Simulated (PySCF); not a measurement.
## A study: C₂H₆Zn, SMILES `C[Zn]C`

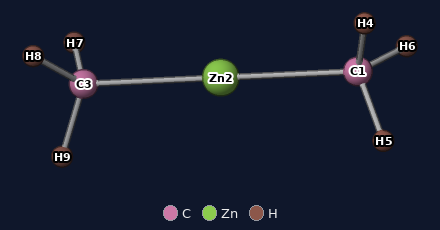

The molecule, with its atoms numbered as below. No frequency check shows the geometry to be a minimum.

Coordinates in Å:

```
C1       2.0420   -0.0014   -0.0002
Zn2     -0.0000    0.0007   -0.0000
C3      -2.0420   -0.0014   -0.0002
H4       2.4446   -0.1349    1.0009
H5       2.4446   -0.7999   -0.6159
H6       2.4446    0.9328   -0.3834
H7      -2.4445    1.0039   -0.0974
H8      -2.4445   -0.4181    0.9195
H9      -2.4445   -0.5877   -0.8204
```

Part 1: Bonding charge

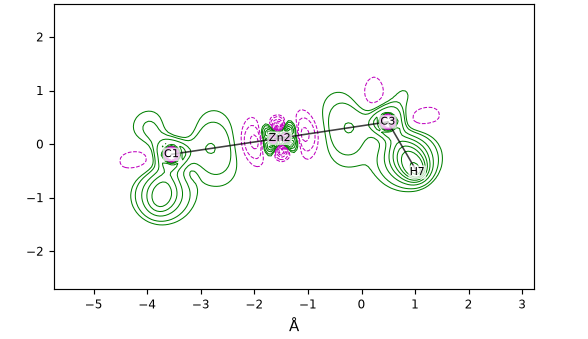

Deformation density (molecule less spherical, spin-averaged free atoms) in the plane of C1, Zn2, C3 and H7; contours at ±0.05 to ±0.8 e/Å³; solid green lines: gain, dashed magenta lines: loss.

PySCF calculation, PBE/def2-TZVP, gas phase; geometry: GFN2-xTB.

**How much density has each bond in this plane gained at its critical point, relative to the free atoms?**

C3–H7: +0.64 e/Å³ at the bond critical point (bond length 1.09 Å, Mayer order 1.0). Zn2–C3 and C1–Zn2: +0.13 e/Å³ at the bond critical point (bond length 2.04 Å, Mayer order 0.9). In all, 1.7 electrons gather in the regions of gain relative to the promolecule. A small or negative value marks a very polar bond, one between electron-rich atoms, whose free-atom densities already overlap strongly, a long bond to a heavier atom, or a closed-shell contact such as a hydrogen bond.

**Where do the Hirshfeld charges lie?**

The highest Hirshfeld charge is on Zn2 (+0.41 e), the lowest on C1 and C3 (−0.25 e).

| atom | charge (e) |
| --- | --- |
| C1 | −0.25 |
| Zn2 | +0.41 |
| C3 | −0.25 |
| H4 | +0.02 |
| H5 | +0.02 |
| H6 | +0.02 |
| H7 | +0.02 |
| H8 | +0.02 |
| H9 | +0.02 |

Part 2: Bond critical points

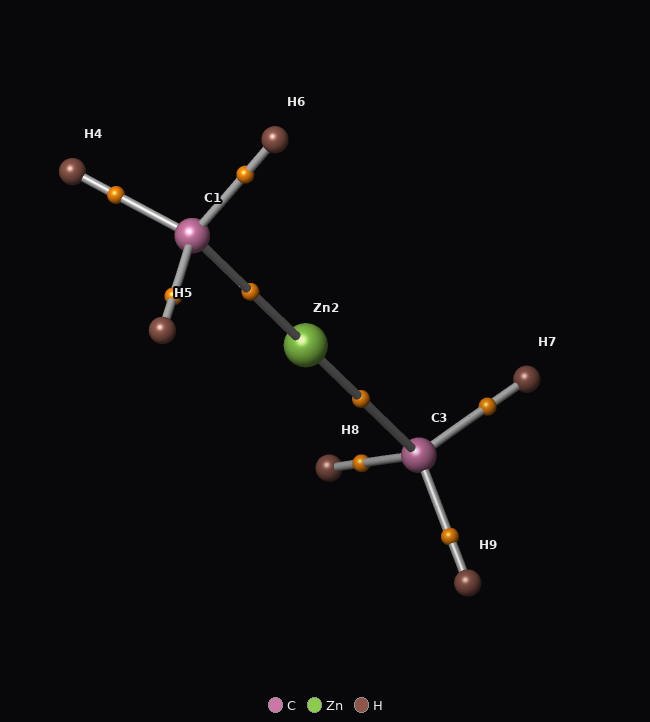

Molecular graph of the electron density (QTAIM): bond paths, bond critical points (orange), ring points (yellow, if any); weak paths are dashed.

**How many critical points of each kind are there, and does the count close?**

9 nuclei, 8 bond, 0 ring and 0 cage critical points: 9 − 8 + 0 − 0 = 1, as the Poincaré–Hopf relation requires.

**Tabulate density, Laplacian, ellipticity and energy density at the bond critical points (atomic units).**

```csv
bond,length (Å),ρ (a.u.),∇²ρ (a.u.),ε,H (a.u.)
C3–H9 (6 alike),1.086,0.273,−0.89,0.02,−0.271
Zn2–C3 (2 alike),2.042,0.095,+0.17,0.00,−0.029
```

**What kind of interaction is Zn2–C3?**

Polar or intermediate (positive Laplacian, negative energy density H): ρ = 0.095, ∇²ρ = +0.17, H = −0.029 a.u.

Part 3: Local ionisation energy

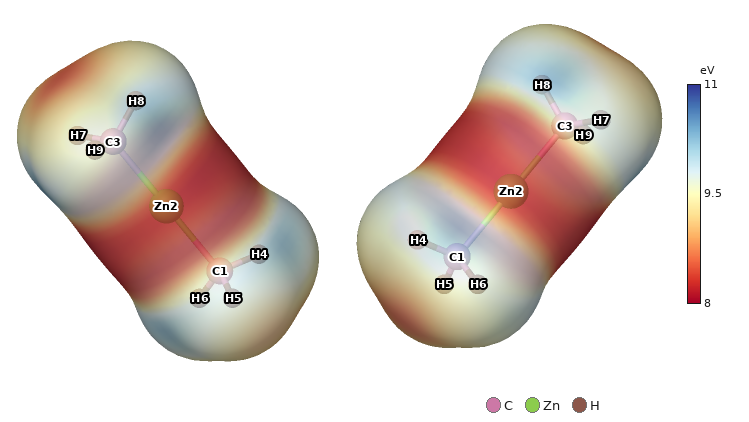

Average local ionisation energy on the surface of electron density 0.001 a.u. (back view left, front view right).

**Locate the minima of the map.**

The lowest value is 8.2 eV, 2.0 Å from Zn2, and at like points elsewhere. Further minima include 8.4 eV, near H5 (1.91 Å), H6 (1.91 Å), H4 (1.92 Å) and C1 (2.03 Å), and at like points elsewhere. For comparison, the highest occupied orbital lies at −6.0 eV.

**What volume does the surface enclose, and what is the dipole moment?**

About 98 Å³; the dipole moment is 0.0 D.

Part 4: In an electric field

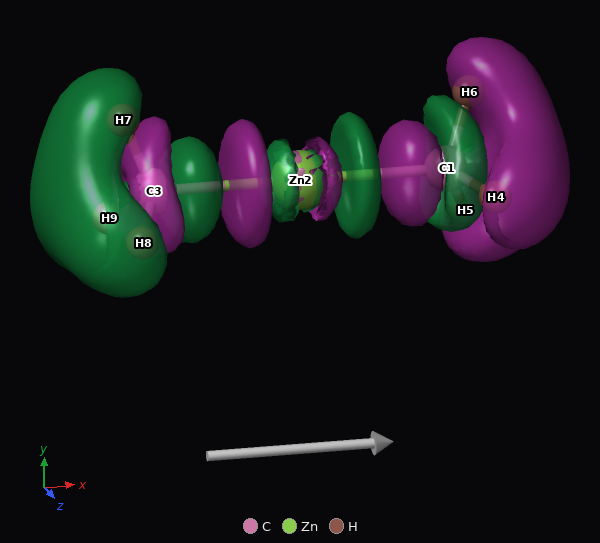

Change of the electron density in a uniform field of 0.21 V/Å along +x (arrow), surfaces at ±0.0015 e/Å³ (green: gain, purple: loss).

Computed with PySCF, PBE/def2-TZVP, geometry: GFN2-xTB. A basis without diffuse functions makes polarisabilities too small.

**What dipole is induced, and what polarisability does it imply?**

The induced dipole is 0.80 D (along the field); α along this axis, from the fields in both directions, is 79 bohr³ (11.6 Å³).

**Which atoms gain and lose the most charge?**

Electrons gather most on C3 (Hirshfeld charge changes by −0.008 e) and leave C1 most (+0.009 e); 0.052 electrons are displaced in all.

Part 5: Removing or adding an electron

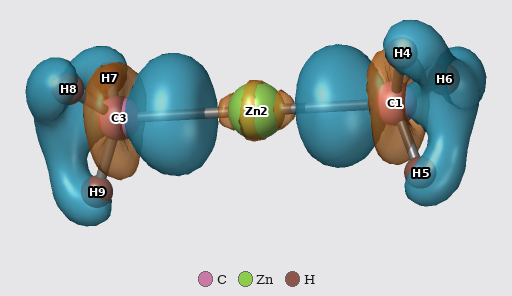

Fukui function f⁻ = ρ(N) − ρ(N−1) at fixed geometry, surfaces at ±0.03 e/Å³ (light blue positive, orange negative).

Method: PBE/def2-TZVP; geometry: GFN2-xTB; program: PySCF.

**Which atoms respond most to the removal of an electron?**

f⁻ (Hirshfeld-condensed) is largest on Zn2 (0.23) and C1 and C3 (0.17 each); the vertical ionisation energy is 9.03 eV (the stability of the cation's solution wasn't checked). Condensed values hint at sites of electrophilic attack but needn't mark the atom that reacts. Orbital relaxation makes it negative in places (0.16 e in all).
